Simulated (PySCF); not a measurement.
Al(Br)(NH2)2, H4AlBrN2, SMILES [NH2][Al]([NH2])[Br], PBE0/def2-SVP optimised geometry. Atoms within 1.6 Å of the plane z = 0.6 Å (x, y, z in Å): Al1 (-0.18, 0.21, 0.00), Br2 (-1.25, 2.21, 0.00), N3 (-1.17, -1.26, 0.00), H4 (-0.82, -2.21, 0.00), H5 (-2.18, -1.25, 0.00), N6 (1.58, 0.21, 0.00), H7 (2.18, -0.61, 0.00), H8 (2.14, 1.05, 0.00).

Level of theory: PySCF with PBE0/def2-TZVP.

Map of the Laplacian of the electron density (e/bohr⁵), clipped to [-1.50, 1.50] on the plane z = 0.6 Å:

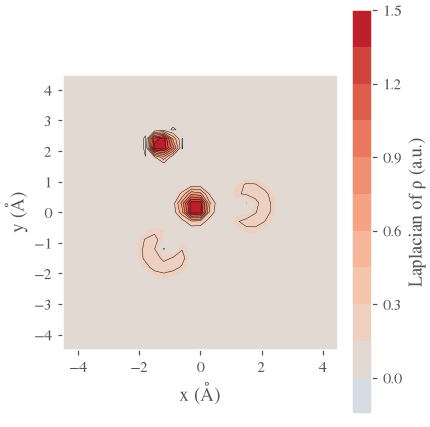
Fig. 1. Laplacian of the electron density (e/bohr⁵), clipped to [-1.50, 1.50] on the plane z = 0.6 Å.
